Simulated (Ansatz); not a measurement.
## Run report: C3H6FNO, geometry relaxation

System: C3H6FNO, SMILES CCOC(=N)F.
Method: RKS B3LYP-D4/def2-SVP (Ansatz 0.2.0).

It belongs to a series of runs on one base structure; here: end point A relaxed. Figures and captions count atoms from 1; the log counts them from 0 in places.

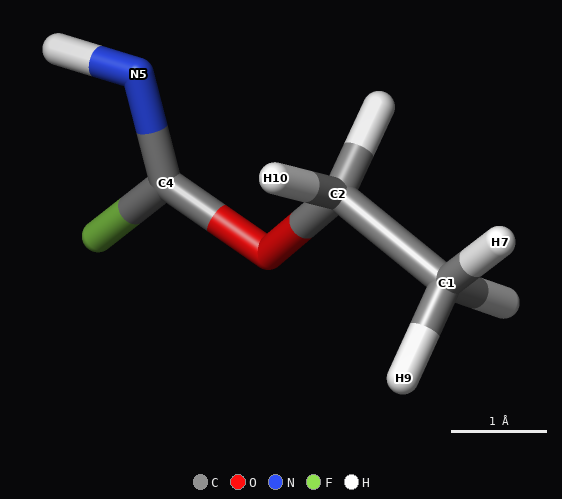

*The starting structure (stick view, seen at a tilt; atoms are numbered from 1 in the order of the input).*

Bond lengths as drawn: C–C 1.55 Å, C–F 1.39 Å, C–H 1.04 to 1.15 Å, C–N 1.24 Å, C–O 1.37 to 1.46 Å and H–N 1.02 Å.

**Input**
```yaml
crystal:
  periodic: [false, false, false]
  atoms:
    - { symbol: C, position_ang: [0.0395, -1.6906, 1.0451] }
    - { symbol: C, position_ang: [0.3243, -0.5415, 0.0519] }
    - { symbol: O, position_ang: [-0.6771, 0.5053, 0.1919] }
    - { symbol: C, position_ang: [-0.4155, 1.5878, -0.605] }
    - { symbol: "N", position_ang: [0.4595, 1.6858, -1.4827] }
    - { symbol: F, position_ang: [-1.3632, 2.5982, -0.5087] }
    - { symbol: H, position_ang: [0.7345, -2.4658, 0.9585] }
    - { symbol: H, position_ang: [-0.9767, -2.0171, 0.8385] }
    - { symbol: H, position_ang: [0.0031, -1.2495, 2.1027] }
    - { symbol: H, position_ang: [1.3308, -0.1467, 0.293] }
    - { symbol: H, position_ang: [0.2841, -0.9305, -0.9487] }
    - { symbol: H, position_ang: [0.3336, 2.6094, -1.9025] }
basis:
  gaussian: { orbitals: def2-SVP }
hamiltonian:
  xc: b3lyp
  dispersion: d4
relax:
  f_tol: 0.015
  max_steps: 40
output:
  orbitals: {}
```

Hardware: 2 threads of Arm Neoverse V1, 24 GiB of memory available, shared host.

Launch command:
```bash
ansatz run input.yaml --threads 2 --pin off --max-ram 3072MiB --backend cpu --events-out ev --progress --plain --runs-dir out
```

**What the program printed**
```
The last accepted step is kept in [file] (removed where the run ends without a failure and the disk answers)
Engine: ansatz 0.2.0, aarch64-unknown-linux-gnu
Functional definition: B3LYP
  parameter a0 = 0.2
  parameter ax = 0.72
  parameter ac = 0.81
  exchange = (1 - a0 - ax)*slater_x + ax*b88_x + a0*exact_x
  correlation = (1 - ac)*vwn_rpa_c + ac*lyp_c
1270 factors; integrals over basis functions are off by at most 3.8e-4 eV
mean field evaluation 1: about -9445.5607 eV, gradient 6.7e1 eV
mean field evaluation 2: about -9434.1409 eV, gradient 9.8e1 eV
mean field evaluation 4: about -9454.8999 eV, gradient 5.3e0 eV
mean field evaluation 8: about -9455.0026 eV, gradient 5.2e-1 eV
mean field evaluation 16: about -9455.0032 eV, gradient 4.6e-5 eV
mean field -9455.00316146 eV, -347.4649573522 hartree, gradient 7.7e-6 eV, S^2 0.000000; 0 other end points of the search recorded, 0 dependent functions left out
the calculation of the forces begins
reference -9455.00338882 eV, -347.4649657077 hartree; 24, 24 occupied and 90, 90 virtual orbitals, 1270 factors
relax step   1: F+E_penalty+E_count = -9455.31778963 eV  Δ(F+E_penalty+E_count) = +0.000e0 eV  max|allowed force component| = 3.551e0 eV/Å  Δτ_max = 0.0000 Å  (29 SCF iters, accepted)
these checks for a lower state are left out or cut short: starts, cluster_reference, orbital_swaps, neighbouring_geometries, increment
1270 factors; integrals over basis functions are off by at most 3.3e-4 eV
mean field -9455.31335225 eV, -347.4763566536 hartree, gradient 8.6e-6 eV, S^2 0.000000; 0 other end points of the search recorded, 0 dependent functions left out
the calculation of the forces begins
reference -9455.31357927 eV, -347.4763649964 hartree; 24, 24 occupied and 90, 90 virtual orbitals, 1270 factors
relax step   2: F+E_penalty+E_count = -9455.63040905 eV  Δ(F+E_penalty+E_count) = -3.126e-1 eV  max|allowed force component| = 1.500e0 eV/Å  Δτ_max = 0.1442 Å  (31 SCF iters, accepted)
these checks for a lower state are left out or cut short: starts, cluster_reference, orbital_swaps, neighbouring_geometries, increment
1270 factors; integrals over basis functions are off by at most 3.3e-4 eV
mean field evaluation 32: about -9455.3988 eV, gradient 1.7e-5 eV
mean field -9455.39879170 eV, -347.4794964956 hartree, gradient 1.7e-5 eV, S^2 0.000000; 0 other end points of the search recorded, 0 dependent functions left out
the calculation of the forces begins
reference -9455.39902043 eV, -347.4795049010 hartree; 24, 24 occupied and 90, 90 virtual orbitals, 1270 factors
relax step   3: F+E_penalty+E_count = -9455.71594860 eV  Δ(F+E_penalty+E_count) = -8.554e-2 eV  max|allowed force component| = 1.241e0 eV/Å  Δτ_max = 0.0877 Å  (30 SCF iters, accepted)
these checks for a lower state are left out or cut short: starts, cluster_reference, orbital_swaps, neighbouring_geometries, increment
1270 factors; integrals over basis functions are off by at most 3.3e-4 eV
mean field -9455.46741378 eV, -347.4820183106 hartree, gradient 2.1e-5 eV, S^2 0.000000; 0 other end points of the search recorded, 0 dependent functions left out
the calculation of the forces begins
reference -9455.46764258 eV, -347.4820267188 hartree; 24, 24 occupied and 90, 90 virtual orbitals, 1270 factors
relax step   4: F+E_penalty+E_count = -9455.78500481 eV  Δ(F+E_penalty+E_count) = -6.906e-2 eV  max|allowed force component| = 4.299e-1 eV/Å  Δτ_max = 0.0391 Å  (30 SCF iters, accepted)
these checks for a lower state are left out or cut short: starts, cluster_reference, orbital_swaps, neighbouring_geometries, increment
1270 factors; integrals over basis functions are off by at most 3.3e-4 eV
mean field -9455.47550801 eV, -347.4823157677 hartree, gradient 2.3e-5 eV, S^2 0.000000; 0 other end points of the search recorded, 0 dependent functions left out
the calculation of the forces begins
reference -9455.47573659 eV, -347.4823241680 hartree; 24, 24 occupied and 90, 90 virtual orbitals, 1270 factors
relax step   5: F+E_penalty+E_count = -9455.79299495 eV  Δ(F+E_penalty+E_count) = -7.990e-3 eV  max|allowed force component| = 2.315e-1 eV/Å  Δτ_max = 0.0142 Å  (32 SCF iters, accepted)
these checks for a lower state are left out or cut short: starts, cluster_reference, orbital_swaps, neighbouring_geometries, increment
1270 factors; integrals over basis functions are off by at most 3.3e-4 eV
mean field -9455.47609884 eV, -347.4823374805 hartree, gradient 2.2e-5 eV, S^2 0.000000; 0 other end points of the search recorded, 0 dependent functions left out
the calculation of the forces begins
reference -9455.47632656 eV, -347.4823458490 hartree; 24, 24 occupied and 90, 90 virtual orbitals, 1270 factors
relax step   6: F+E_penalty+E_count = -9455.79397014 eV  Δ(F+E_penalty+E_count) = -9.752e-4 eV  max|allowed force component| = 2.279e-1 eV/Å  Δτ_max = 0.0278 Å  (31 SCF iters, accepted)
these checks for a lower state are left out or cut short: starts, cluster_reference, orbital_swaps, neighbouring_geometries, increment
1270 factors; integrals over basis functions are off by at most 3.3e-4 eV
mean field -9455.47741304 eV, -347.4823857764 hartree, gradient 2.2e-5 eV, S^2 0.000000; 0 other end points of the search recorded, 0 dependent functions left out
the calculation of the forces begins
reference -9455.47764124 eV, -347.4823941626 hartree; 24, 24 occupied and 90, 90 virtual orbitals, 1270 factors
relax step   7: F+E_penalty+E_count = -9455.79524903 eV  Δ(F+E_penalty+E_count) = -1.279e-3 eV  max|allowed force component| = 2.108e-2 eV/Å  Δτ_max = 0.0139 Å  (32 SCF iters, accepted)
these checks for a lower state are left out or cut short: starts, cluster_reference, orbital_swaps, neighbouring_geometries, increment
1270 factors; integrals over basis functions are off by at most 3.3e-4 eV
mean field evaluation 64: about -9455.4775 eV, gradient 6.8e-4 eV
mean field -9455.47751592 eV, -347.4823895574 hartree, gradient 2.0e-5 eV, S^2 0.000000; 0 other end points of the search recorded, 0 dependent functions left out
the calculation of the forces begins
reference -9455.47774410 eV, -347.4823979428 hartree; 24, 24 occupied and 90, 90 virtual orbitals, 1270 factors
relax step   8: F+E_penalty+E_count = -9455.79531583 eV  Δ(F+E_penalty+E_count) = -6.680e-5 eV  max|allowed force component| = 6.198e-3 eV/Å  Δτ_max = 0.0083 Å  (24 SCF iters, accepted)
```

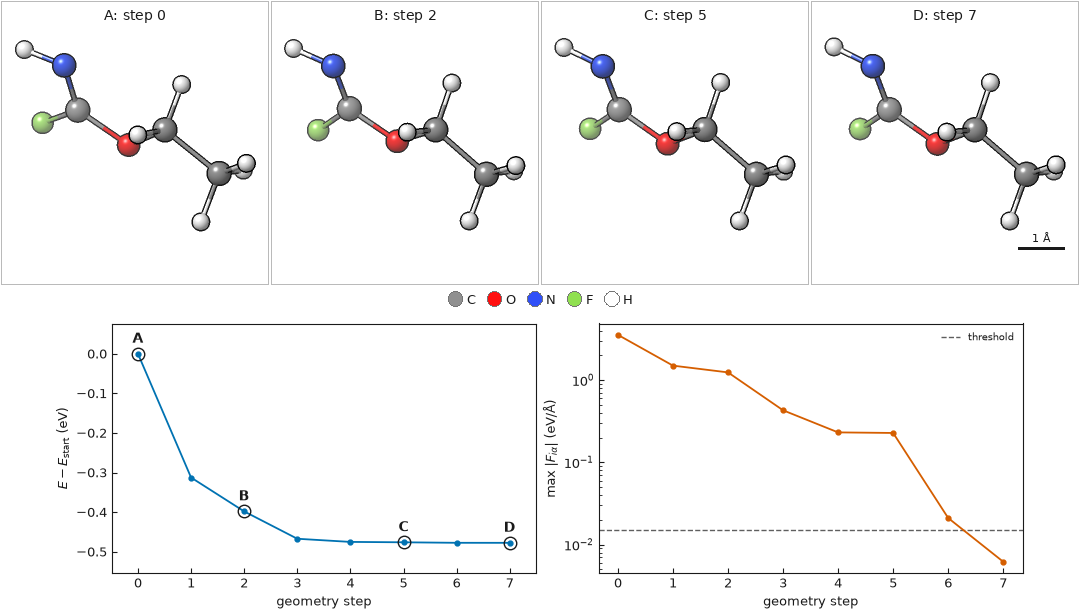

*Frames of the relaxation (ball-and-stick view, seen at a tilt) above the curves, on which the letters mark them (the first geometry is step 0 here and step 1 in the log).*

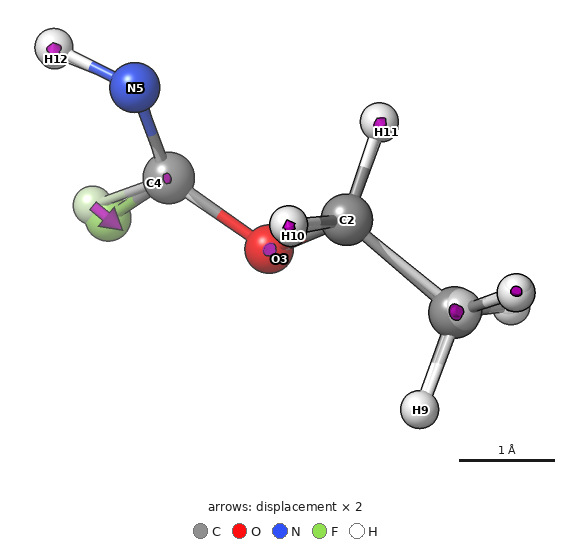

*Start (faint) and end (solid) with the displacements as pink arrows, magnified 2 times (ball-and-stick view, seen at a tilt). The two geometries are laid on each other by the best rigid fit.*

The energy falls by 0.478 eV in 7 geometry steps. The largest force component goes from 3.6 to 0.0062 eV/Å. The largest move after the best rigid fit is that of F6, 0.21 Å. By element the largest moves are F 0.21 Å, C 0.09 Å, H 0.08 Å, O 0.07 Å, N 0.04 Å. Among the contacts that change: C1–H7 1.045 → 1.101 Å, C4–F6 1.389 → 1.338 Å, O3–C4 1.369 → 1.321 Å, C1–H9 1.146 → 1.101 Å. Among the angles that change: N5–C4–F6 118.2° → 125.2°, C4–N5–H12 105.9° → 111.6°, O3–C4–F6 113.9° → 108.5°. (Atoms are counted from 1 in the order of the input.)

```
1270 factors; integrals over basis functions are off by at most 3.3e-4 eV
mean field -9455.47751592 eV, -347.4823895574 hartree, gradient 2.0e-5 eV, S^2 0.000000; 1 other end points of the search recorded, 0 dependent functions left out
the calculation of the forces begins
reference -9455.47774410 eV, -347.4823979428 hartree; 24, 24 occupied and 90, 90 virtual orbitals, 1270 factors
Total energy: -9455.79554401 eV, -347.4940768740 hartree
Atom 0 at    -0.019751    -1.618133     1.051456 Å, force    -0.001639    -0.000475     0.001102 eV/Å
Atom 1 at     0.348441    -0.544030     0.052411 Å, force     0.002760    -0.001827    -0.000285 eV/Å
Atom 2 at    -0.611866     0.518903     0.175391 Å, force    -0.001026     0.001324     0.000654 eV/Å
Atom 3 at    -0.442770     1.561142    -0.617676 Å, force    -0.006198     0.004071     0.003067 eV/Å
Atom 4 at     0.473103     1.711914    -1.465751 Å, force     0.004471    -0.000732    -0.003695 eV/Å
Atom 5 at    -1.416585     2.444182    -0.370099 Å, force     0.002308    -0.002181    -0.000685 eV/Å
Atom 6 at     0.697768    -2.450418     0.985295 Å, force    -0.000399     0.000149    -0.000279 eV/Å
Atom 7 at    -1.027863    -2.012795     0.852504 Å, force     0.000577     0.000197     0.000216 eV/Å
Atom 8 at     0.000376    -1.223789     2.078955 Å, force     0.000321    -0.001146    -0.000855 eV/Å
Atom 9 at     1.354499    -0.131728     0.231607 Å, force    -0.000237    -0.000029     0.000481 eV/Å
Atom 10 at     0.332736    -0.913807    -0.985628 Å, force     0.000477     0.000894     0.000267 eV/Å
Atom 11 at     0.388812     2.603360    -1.954466 Å, force    -0.001417    -0.000245     0.000014 eV/Å
Dipole moment:     0.105263    -0.203712     0.042295 e Å
```

**Trajectory as extended XYZ (Å, eV, eV/Å), 8 frames, from step=1 to step=8**
```
12
Properties=species:S:1:pos:R:3:forces:R:3 step=1 energy=-9455.31779
C     0.0395   -1.6906    1.0451   -2.0257   3.5510   1.0132
C     0.3243   -0.5415    0.0519    0.3013  -0.4266   1.6279
O    -0.6771    0.5053    0.1919    0.6464   1.6218  -0.8584
C    -0.4155    1.5878   -0.6050   -2.0577  -0.4503   0.4383
N     0.4595    1.6858   -1.4827    0.9449   0.0804  -0.2078
F    -1.3632    2.5982   -0.5087    0.6367  -1.6710   0.9894
H     0.7345   -2.4658    0.9585    1.3888  -1.4982  -0.1592
H    -0.9767   -2.0171    0.8385   -0.3607  -0.6043   0.0054
H     0.0031   -1.2495    2.1027    0.2971  -0.7135  -1.1004
H     1.3308   -0.1467    0.2930   -0.2439   0.2312  -0.4748
H     0.2841   -0.9305   -0.9487    0.1714  -0.0375  -0.9692
H     0.3336    2.6094   -1.9025    0.3014  -0.0829  -0.3045
12
Properties=species:S:1:pos:R:3:forces:R:3 step=2 energy=-9455.63041
C    -0.0072   -1.6404    1.0545   -0.2339   1.1210   0.0903
C     0.3491   -0.5448    0.0416   -0.4145  -0.3836   0.7967
O    -0.6551    0.4863    0.1717    0.1236   0.9659  -1.1070
C    -0.4692    1.5171   -0.6684    0.1897   1.0873   1.3781
N     0.4955    1.6968   -1.4633   -0.7633  -0.3901  -0.0894
F    -1.3526    2.5365   -0.3788    0.3560  -1.5001  -0.2213
H     0.7236   -2.4375    0.9870    0.3136  -0.4918   0.0359
H    -1.0170   -2.0299    0.8610    0.0327  -0.1087  -0.0924
H    -0.0126   -1.2251    2.0878    0.1119  -0.1800  -0.3678
H     1.3418   -0.0992    0.2312   -0.1050  -0.0646  -0.0675
H     0.3234   -0.9223   -0.9837    0.1186  -0.0706  -0.2627
H     0.3572    2.6073   -1.9066    0.2706   0.0154  -0.0929
12
Properties=species:S:1:pos:R:3:forces:R:3 step=3 energy=-9455.71595
C    -0.0162   -1.6176    1.0509   -0.3454  -0.0943   0.4615
C     0.3485   -0.5647    0.0553    0.3528   0.6363  -0.6509
O    -0.5915    0.5172    0.1197   -1.1293  -0.7391   1.2411
C    -0.4552    1.5592   -0.6421   -0.2756   0.4225   0.6100
N     0.4590    1.7059   -1.4706    0.6544   0.6916  -1.1552
F    -1.4017    2.4846   -0.3454    0.3467  -0.6383  -0.1470
H     0.7068   -2.4457    1.0031    0.0024   0.0047  -0.0241
H    -1.0233   -2.0161    0.8477    0.0391  -0.0378   0.0283
H    -0.0104   -1.2087    2.0761    0.0014  -0.0695  -0.0617
H     1.3480   -0.1402    0.2334    0.1105  -0.0444   0.0003
H     0.3423   -0.9478   -0.9729    0.0677  -0.0915  -0.1685
H     0.3708    2.6186   -1.9212    0.1754  -0.0402  -0.1338
12
Properties=species:S:1:pos:R:3:forces:R:3 step=4 energy=-9455.78500
C    -0.0264   -1.6140    1.0534    0.1237  -0.1738  -0.0248
C     0.3560   -0.5548    0.0464   -0.0541   0.1193  -0.0711
O    -0.6048    0.5074    0.1552   -0.2368   0.0277   0.2264
C    -0.4351    1.5568   -0.6169   -0.2006   0.3161  -0.1647
N     0.4720    1.7096   -1.4766   -0.1456   0.1758   0.0615
F    -1.4090    2.4589   -0.3542    0.4016  -0.4299  -0.0556
H     0.6987   -2.4434    0.9986   -0.0720   0.0115   0.0247
H    -1.0331   -2.0163    0.8546    0.0559   0.0367  -0.0296
H    -0.0126   -1.2140    2.0774    0.0047   0.0423   0.0258
H     1.3566   -0.1299    0.2258    0.0285  -0.0677   0.0289
H     0.3473   -0.9300   -0.9904   -0.0001  -0.0185   0.0224
H     0.3673    2.6146   -1.9393    0.0948  -0.0396  -0.0439
12
Properties=species:S:1:pos:R:3:forces:R:3 step=5 energy=-9455.79299
C    -0.0203   -1.6181    1.0538    0.0126  -0.0176  -0.0249
C     0.3489   -0.5492    0.0491    0.0001  -0.0051  -0.0211
O    -0.6158    0.5124    0.1626    0.0093  -0.0277   0.0385
C    -0.4396    1.5576   -0.6212   -0.0570   0.2315  -0.0900
N     0.4729    1.7125   -1.4759   -0.1621   0.0252   0.1225
F    -1.4066    2.4558   -0.3603    0.1807  -0.2117  -0.0399
H     0.7002   -2.4496    0.9973   -0.0155   0.0227  -0.0060
H    -1.0261   -2.0169    0.8519   -0.0004  -0.0017   0.0051
H    -0.0060   -1.2170    2.0782   -0.0024   0.0066   0.0145
H     1.3530   -0.1325    0.2294   -0.0064   0.0044   0.0019
H     0.3386   -0.9257   -0.9872   -0.0070   0.0112   0.0165
H     0.3778    2.6155   -1.9437    0.0482  -0.0378  -0.0169
12
Properties=species:S:1:pos:R:3:forces:R:3 step=6 energy=-9455.79397
C    -0.0174   -1.6171    1.0528    0.0061   0.0020  -0.0164
C     0.3447   -0.5462    0.0477    0.0068   0.0214   0.0109
O    -0.6167    0.5157    0.1727   -0.0397   0.0906  -0.0654
C    -0.4464    1.5616   -0.6192    0.0529  -0.0987   0.0506
N     0.4769    1.7118   -1.4602   -0.0394  -0.1856   0.1655
F    -1.4221    2.4441   -0.3757    0.0393  -0.0366  -0.0041
H     0.7021   -2.4480    0.9885   -0.0059   0.0045  -0.0005
H    -1.0251   -2.0142    0.8577   -0.0027  -0.0060   0.0049
H     0.0045   -1.2173    2.0779    0.0010  -0.0015   0.0041
H     1.3504   -0.1298    0.2201   -0.0006  -0.0142   0.0002
H     0.3240   -0.9186   -0.9894    0.0028  -0.0037   0.0046
H     0.4020    2.6028   -1.9388   -0.0207   0.2279  -0.1544
12
Properties=species:S:1:pos:R:3:forces:R:3 step=7 energy=-9455.79525
C    -0.0191   -1.6172    1.0523    0.0041  -0.0038   0.0000
C     0.3466   -0.5457    0.0497   -0.0057  -0.0008  -0.0015
O    -0.6156    0.5160    0.1709    0.0115  -0.0037   0.0065
C    -0.4428    1.5608   -0.6178    0.0132  -0.0174  -0.0203
N     0.4754    1.7129   -1.4636   -0.0074   0.0017   0.0141
F    -1.4161    2.4433   -0.3706   -0.0171   0.0211   0.0052
H     0.6997   -2.4484    0.9883    0.0014  -0.0011   0.0005
H    -1.0265   -2.0145    0.8555   -0.0033   0.0012  -0.0003
H     0.0012   -1.2193    2.0784    0.0000  -0.0013   0.0012
H     1.3523   -0.1313    0.2260   -0.0019  -0.0003   0.0022
H     0.3297   -0.9185   -0.9873    0.0016   0.0009   0.0006
H     0.3922    2.6069   -1.9477    0.0037   0.0034  -0.0081
12
Properties=species:S:1:pos:R:3:forces:R:3 step=8 energy=-9455.79532
C    -0.0198   -1.6181    1.0515   -0.0016  -0.0005   0.0011
C     0.3484   -0.5440    0.0524    0.0028  -0.0018  -0.0003
O    -0.6119    0.5189    0.1754   -0.0010   0.0013   0.0007
C    -0.4428    1.5611   -0.6177   -0.0062   0.0041   0.0031
N     0.4731    1.7119   -1.4658    0.0045  -0.0007  -0.0037
F    -1.4166    2.4442   -0.3701    0.0023  -0.0022  -0.0007
H     0.6978   -2.4504    0.9853   -0.0004   0.0001  -0.0003
H    -1.0279   -2.0128    0.8525    0.0006   0.0002   0.0002
H     0.0004   -1.2238    2.0790    0.0003  -0.0011  -0.0009
H     1.3545   -0.1317    0.2316   -0.0002   0.0000   0.0005
H     0.3327   -0.9138   -0.9856    0.0005   0.0009   0.0003
H     0.3888    2.6034   -1.9545   -0.0014  -0.0002   0.0000
```

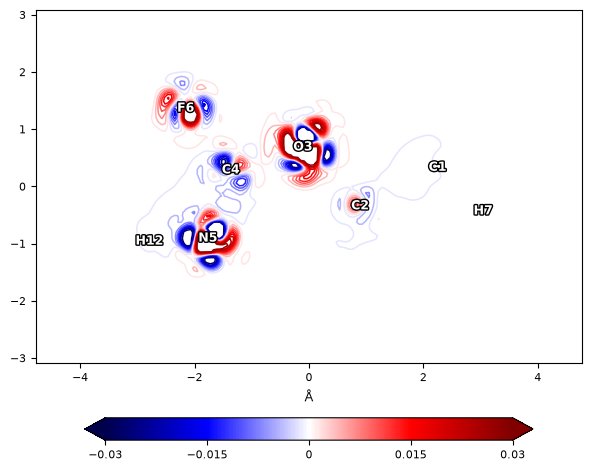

*The HOMO on the plane of atoms O3, C4 and F6 (values in Å⁻³ᐟ²; the overall sign is arbitrary).*

Its energy is −7.71 eV.

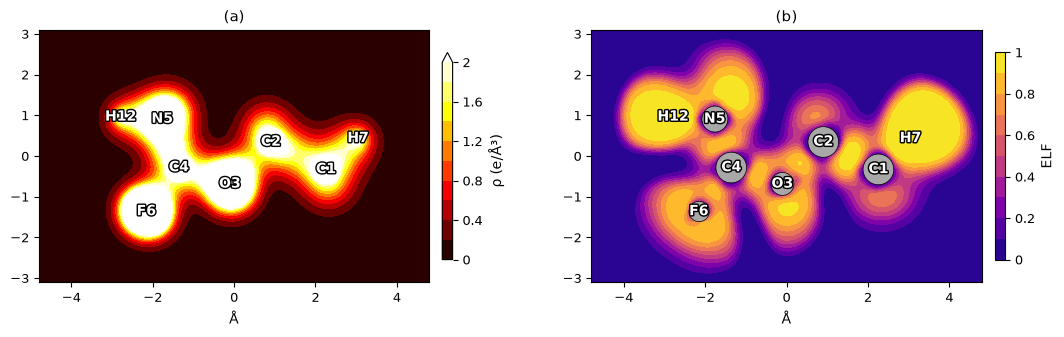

*(a) total electron density; (b) ELF on the plane of atoms C2, O3 and C4. Grey discs, where drawn, cover atomic cores.*

The plane passes through C, O, N, F and H nuclei. C–N (1.26 Å): ρ at the midpoint is about 2.9 e/Å³; the ELF peaks at about 0.90 between the atoms; a multiple bond by its length, whose ELF region spreads away from the axis.

**Results in brief**

| quantity | value |
| --- | --- |
| outcome | converged |
| total energy | −9455.7955 eV |
| mean-field energy | −9455.4777 eV |
| largest force (length of the vector) at the end | 0.008 eV/Å |
| wall time | 28 s (CPU time 55 s) |
| peak memory | 0.26 GiB |
